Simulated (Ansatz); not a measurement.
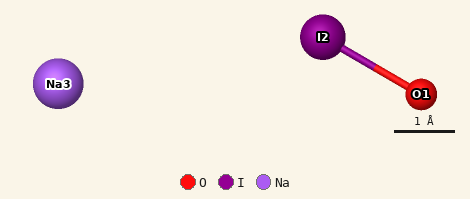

The input geometry of run A (ball-and-stick view, seen on its broad side; atoms are numbered from 1 in the order of the input). Sticks mark near contacts. Bond lengths as drawn: I–O 1.94 Å.

## NaIO: a changed input and its effect

System: NaIO, multiplicity 3.
Method of run A: UKS PBE0-D4/def2-SVPD (Ansatz 0.2.0).

Text and figures count atoms from 1; the logs count them from 0 in places.

The input, run A:
```yaml
crystal:
  periodic: [false, false, false]
  atoms:
    - { symbol: O, position_ang: [-1.936, 0.0, 0.0] }
    - { symbol: I, position_ang: [0.0, 0.0, 0.0] }
    - { symbol: Na, position_ang: [3.472479, 2.913756, 0.0] }
magnetization:
  spin_polarized: true
  initial_magnetization: 2
basis:
  gaussian: { orbitals: def2-SVPD }
hamiltonian:
  xc: pbe0
  dispersion: d4
output:
  forces: true
```

Command:
```bash
ansatz run input.yaml --threads 1 --pin off --max-ram 2560MiB --backend cpu --events-out ev --progress --plain --runs-dir out
```

Hardware: 1 thread of Arm Neoverse N1, 98 GiB of memory available, shared host.

Output (run A):
```
Engine: ansatz 0.2.0, aarch64-unknown-linux-gnu
Functional definition: PBE0
  parameter a = 0.25
  parameter kappa = 0.804
  parameter beta = 0.06672455060314922
  exchange = (1 - a)*pbe_x(kappa = kappa, mu = beta*pi^2/3) + a*exact_x
  correlation = pbe_c(beta = beta)
822 factors; integrals over basis functions are off by at most 1.7e-4 eV
mean field evaluation 1: about -14539.8132 eV, gradient 4.9e1 eV
mean field evaluation 2: about -14294.9845 eV, gradient 1.4e2 eV
mean field evaluation 4: about -14543.6151 eV, gradient 2.9e1 eV
mean field evaluation 8: about -14553.2134 eV, gradient 7.2e-1 eV
mean field evaluation 16: about -14553.2772 eV, gradient 2.1e-2 eV
mean field evaluation 32: about -14553.2772 eV, gradient 8.3e-6 eV
mean field -14553.27722389 eV, -534.8230734123 hartree, gradient 1.3e-8 eV, S^2 2.010987; 2 other end points of the search recorded, 0 dependent functions left out
the calculation of the forces begins
reference -14553.27726895 eV, -534.8230750682 hartree; 23, 21 occupied and 53, 55 virtual orbitals, 822 factors
Total energy: -14553.34056437 eV, -534.8254011320 hartree
Atom 0 at    -1.936000     0.000000     0.000000 Å, force    -0.441533    -0.090473    -0.000000 eV/Å
Atom 1 at     0.000000     0.000000     0.000000 Å, force     0.566870     0.246084     0.000000 eV/Å
Atom 2 at     3.472479     2.913756     0.000000 Å, force    -0.125337    -0.155611    -0.000000 eV/Å
Dipole moment:     1.034120     0.631041    -0.000000 e Å
```

For run B the input was changed thus:
```diff
-    - { symbol: O, position_ang: [-1.936, 0.0, 0.0] }
+    - { symbol: O, position_ang: [-2.142, 0.0, 0.0] }
-    - { symbol: Na, position_ang: [3.472479, 2.913756, 0.0] }
+    - { symbol: Na, position_ang: [3.707655, 3.111092, 0.0] }
```

How does run B compare with run A?

With the same method and basis, run B lies 4.3 kcal/mol higher. The largest force goes from 0.618 to 1.030 eV/Å.

Output (run B):
```
Engine: ansatz 0.2.0, aarch64-unknown-linux-gnu
Functional definition: PBE0
  parameter a = 0.25
  parameter kappa = 0.804
  parameter beta = 0.06672455060314922
  exchange = (1 - a)*pbe_x(kappa = kappa, mu = beta*pi^2/3) + a*exact_x
  correlation = pbe_c(beta = beta)
822 factors; integrals over basis functions are off by at most 1.7e-4 eV
mean field evaluation 1: about -14537.5273 eV, gradient 5.2e1 eV
mean field evaluation 2: about -14275.2363 eV, gradient 1.4e2 eV
mean field evaluation 4: about -14537.5358 eV, gradient 3.6e1 eV
mean field evaluation 8: about -14552.7930 eV, gradient 5.2e0 eV
mean field evaluation 16: about -14553.0971 eV, gradient 1.6e-2 eV
mean field evaluation 32: about -14553.0971 eV, gradient 2.3e-5 eV
mean field -14553.09709418 eV, -534.8164537676 hartree, gradient 9.3e-9 eV, S^2 2.027653; 5 other end points of the search recorded, 0 dependent functions left out
the calculation of the forces begins
reference -14553.09713994 eV, -534.8164554493 hartree; 23, 21 occupied and 53, 55 virtual orbitals, 822 factors
Total energy: -14553.15253340 eV, -534.8184911212 hartree
Atom 0 at    -2.142000     0.000000     0.000000 Å, force     1.028235    -0.063000    -0.000000 eV/Å
Atom 1 at     0.000000     0.000000     0.000000 Å, force    -0.813852     0.279285     0.000000 eV/Å
Atom 2 at     3.707655     3.111092     0.000000 Å, force    -0.214382    -0.216285     0.000000 eV/Å
Dipole moment:     1.772852     1.186347    -0.000000 e Å
```

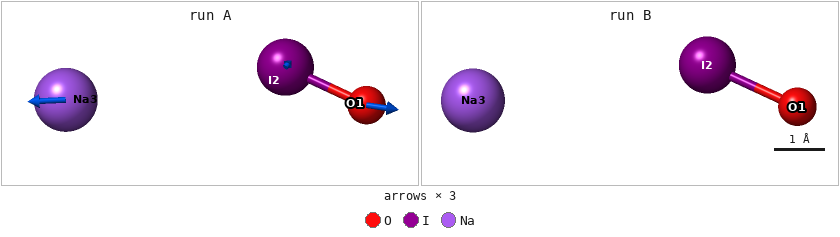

The two input geometries at one scale (ball-and-stick view, seen at a tilt). The blue arrows on the first give the shifts of the atoms after the best rigid fit, magnified 3 times. Na3 moves most after the best rigid fit: 0.26 Å. By element the largest moves are Na 0.26 Å, O 0.23 Å, I 0.07 Å. Among the contacts that change: O1–I2 1.936 → 2.142 Å.

The two runs side by side:

| quantity | run A | run B |
| --- | --- | --- |
| outcome | converged | converged |
| total energy (hartree) | −534.825401 | −534.818491 |
| ⟨S²⟩ | 2.011 | 2.028 |
| largest force (eV/Å) | 0.618 | 1.030 |
| basis functions | 76 | 76 |
| wall time (shared host) | 35 s | 45 s |
